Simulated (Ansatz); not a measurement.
# HCl (hydrogen chloride): a first try and a second

Aim: energy and forces of HCl (hydrogen chloride) at CCSDT(Q)/6-31G (sfX2C).

The results are computed with Ansatz 0.2.0.

8 further runs of the same task are left out: 1 for a known fault of the program, 1 that didn't finish, 6 set aside as unsound or not needed.

### 1 The molecule

The species is HCl (2 atoms), meant as a singlet with charge 0. SMILES: `Cl`. The coordinates come from a PBE0-D4/def2-TZVP relaxation.

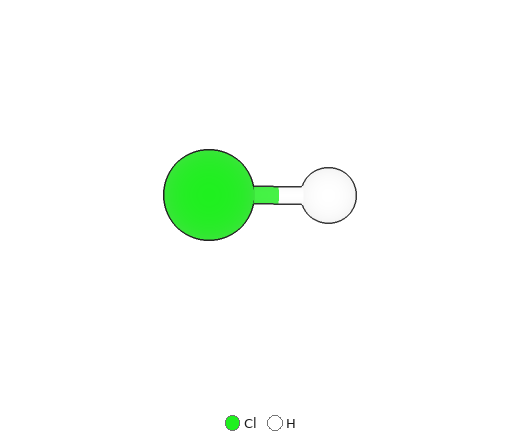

The structure, seen from a chosen angle (chlorine green, hydrogen white).

### 2 Try one

The input, molecule.yaml:

```yaml
basis:
  gaussian: {orbitals: 6-31G, fitting: {mean_field: 6-31G}}
crystal:
  periodic: [false, false, false]
  atoms:
    - {symbol: Cl, position_ang: [0.546000, -0.178500, 0.280800]}
    - {symbol: H, position_ang: [-0.546000, 0.178500, -0.280800]}
output: {forces: true}
correlation: {method: ccsdt_q, electrons: outside_noble_gas}
accuracy: high
hamiltonian: {pseudopotentials: {relativity: scalar}}
```

Command:

```console
$ ansatz run molecule.yaml --threads 1 --pin off --max-ram 2610MiB --events-out events.jsonl --progress --plain --runs-dir runs
```

Log:

```text
Warning: RAYON_NUM_THREADS=1 ignored (pool sized by the plan → 1); use --threads N
Functional definition: HF
  name "HF"
  exchange = exact_x
  correlation = 0
15 factors; integrals over basis functions are off by at most 2.9e1 eV
mean field evaluation 1: about -12478.0596 eV, gradient 1.1e1 eV
mean field evaluation 2: about -12478.5850 eV, gradient 1.8e0 eV
mean field evaluation 4: about -12478.6044 eV, gradient 7.7e-2 eV
mean field evaluation 8: about -12478.5848 eV, gradient 1.8e0 eV
mean field -12478.60442768 eV, -458.5802544155 hartree, gradient 2.1e-8 eV, S^2 0.000000; 0 other end points of the search recorded, 0 dependent functions left out
5 core orbitals not correlated: weight in the atoms' cores, before any rotation towards them, 1.000 or more for the frozen orbitals, at most 0.000 for the correlated occupied ones
reference -12478.60442768 eV, -458.5802544155 hartree; 4, 4 occupied and 6, 6 virtual orbitals, 15 factors
second order -1.31649328 eV of doubles, -0.00000000 eV of singles
cycle   1  -1.47010238 eV  change   -1.5e-1 eV  update   2.9e-2
cycle   2  -1.53428610 eV  change   -6.4e-2 eV  update   1.0e-2
cycle   3  -1.54278683 eV  change   -8.5e-3 eV  update   2.4e-3
cycle   4  -1.54244230 eV  change    3.4e-4 eV  update   5.0e-4
cycle   5  -1.54233400 eV  change    1.1e-4 eV  update   8.2e-5
cycle   6  -1.54232770 eV  change    6.3e-6 eV  update   2.4e-5
cycle   7  -1.54233095 eV  change   -3.3e-6 eV  update   5.1e-6
cycle   8  -1.54233125 eV  change   -2.9e-7 eV  update   1.6e-6
cycle   9  -1.54233117 eV  change    7.6e-8 eV  update   3.0e-7
cycle  10  -1.54233116 eV  change    1.0e-8 eV  update   9.0e-8
cycle  11  -1.54233113 eV  change    2.7e-8 eV  update   2.3e-8
cycle  12  -1.54233116 eV  change   -2.7e-8 eV  update   1.0e-8
cycle  13  -1.54233115 eV  change    1.2e-8 eV  update   1.1e-8
cycle  14  -1.54233115 eV  change   -1.5e-9 eV  update   3.8e-9
cycle  15  -1.54233115 eV  change   -2.6e-9 eV  update  9.2e-10
cycle  16  -1.54233116 eV  change   -1.1e-9 eV  update  2.6e-10
cycle  17  -1.54233116 eV  change  -1.5e-10 eV  update  5.9e-11
perturbative correction -0.00166042 eV, -0.0000610194 hartree
the calculation of the forces begins
Total energy: -12480.14841926 eV, -458.6369950594 hartree
Relativity: scalar
Atom 0 at     0.546000    -0.178500     0.280800 Å, force     1.736231    -0.567614     0.892919 eV/Å
Atom 1 at    -0.546000     0.178500    -0.280800 Å, force    -1.736231     0.567614    -0.892919 eV/Å
Dipole moment:    -0.184961     0.060468    -0.095123 e Å
```

It took 0.81 s on 1 thread of Intel Xeon Platinum 8259CL at 2.50GHz (Skylake/Cascade Lake), shared host.

### 3 Diagnosis

It ran to the end. The result can't be trusted all the same.

What is wrong: the fitting set doesn't suit the orbital basis or method. To mend it: integral approximation default in place of 6-31G.

### 4 Second attempt

The input, molecule.yaml:

```yaml
basis:
  gaussian: {orbitals: 6-31G}
crystal:
  periodic: [false, false, false]
  atoms:
    - {symbol: Cl, position_ang: [0.546000, -0.178500, 0.280800]}
    - {symbol: H, position_ang: [-0.546000, 0.178500, -0.280800]}
output: {forces: true, orbitals: {seedname: orbitals}}
correlation: {method: ccsdt_q, electrons: outside_noble_gas}
accuracy: high
hamiltonian: {pseudopotentials: {relativity: scalar}}
```

Command:

```console
$ ansatz run molecule.yaml --threads 1 --pin off --max-ram 2610MiB --events-out events.jsonl --progress --plain --runs-dir runs
```

Log:

```text
Warning: RAYON_NUM_THREADS=1 ignored (pool sized by the plan → 1); use --threads N
Functional definition: HF
  name "HF"
  exchange = exact_x
  correlation = 0
275 factors; integrals over basis functions are off by at most 3.9e-9 eV
mean field evaluation 1: about -12551.7583 eV, gradient 1.1e1 eV
mean field evaluation 2: about -12551.7593 eV, gradient 1.1e1 eV
mean field evaluation 4: about -12552.2322 eV, gradient 4.7e-1 eV
mean field evaluation 8: about -12552.2331 eV, gradient 1.2e-7 eV
mean field evaluation 16: about -12552.2308 eV, gradient 4.7e-1 eV
mean field -12552.23309101 eV, -461.2860578853 hartree, gradient 8.6e-9 eV, S^2 0.000000; 0 other end points of the search recorded, 0 dependent functions left out
5 core orbitals not correlated: weight in the atoms' cores, before any rotation towards them, 1.000 or more for the frozen orbitals, at most 0.000 for the correlated occupied ones
reference -12552.23309101 eV, -461.2860578853 hartree; 4, 4 occupied and 6, 6 virtual orbitals, 275 factors
second order -1.30147516 eV of doubles, -0.00000000 eV of singles
cycle   1  -1.48693826 eV  change   -1.9e-1 eV  update   3.3e-2
cycle   2  -1.56639184 eV  change   -7.9e-2 eV  update   1.1e-2
cycle   3  -1.57642899 eV  change   -1.0e-2 eV  update   2.5e-3
cycle   4  -1.57644055 eV  change   -1.2e-5 eV  update   4.9e-4
cycle   5  -1.57627135 eV  change    1.7e-4 eV  update   1.1e-4
cycle   6  -1.57625652 eV  change    1.5e-5 eV  update   2.5e-5
cycle   7  -1.57626278 eV  change   -6.3e-6 eV  update   4.5e-6
cycle   8  -1.57626356 eV  change   -7.8e-7 eV  update   9.5e-7
cycle   9  -1.57626327 eV  change    2.9e-7 eV  update   2.0e-7
cycle  10  -1.57626329 eV  change   -2.3e-8 eV  update   3.2e-8
cycle  11  -1.57626330 eV  change   -2.0e-9 eV  update   1.1e-8
cycle  12  -1.57626330 eV  change  -1.3e-10 eV  update   7.1e-9
cycle  13  -1.57626300 eV  change    2.9e-7 eV  update   4.6e-8
cycle  14  -1.57626293 eV  change    7.8e-8 eV  update   1.3e-8
cycle  15  -1.57626292 eV  change    9.4e-9 eV  update   1.9e-9
cycle  16  -1.57626292 eV  change  -2.9e-10 eV  update  3.7e-10
perturbative correction -0.00045551 eV, -0.0000167396 hartree
the calculation of the forces begins
Total energy: -12553.80980943 eV, -461.3440012187 hartree
Relativity: scalar
Atom 0 at     0.546000    -0.178500     0.280800 Å, force     1.173682    -0.383704     0.603608 eV/Å
Atom 1 at    -0.546000     0.178500    -0.280800 Å, force    -1.173682     0.383704    -0.603608 eV/Å
Dipole moment:    -0.304844     0.099660    -0.156777 e Å
```

Wall time 1 s (1 thread of Intel Xeon Platinum 8259CL at 2.50GHz (Skylake/Cascade Lake), shared host).

### 5 What came out

At CCSDT(Q)/6-31G (sfX2C):

| quantity | value |
| --- | --- |
| total energy | -461.34400 Eh |
| dipole moment (correlated density) | 1.71 D |
| HOMO energy (Hartree–Fock orbitals) | -13.03 eV |
| LUMO energy (Hartree–Fock orbitals) | 4.33 eV |
| HOMO–LUMO gap (Hartree–Fock orbitals) | 17.36 eV |
| correlation energy (5 core orbitals frozen) | -57.9 mEh |
| T1 diagnostic | 0.005 |
| largest force on an atom | 1.374 eV/Å |

**Reading.** The first attempt's energy was +73.661 eV off this one. The largest force is 1.37 eV/Å: the shape isn't a stationary point for this species at this level.
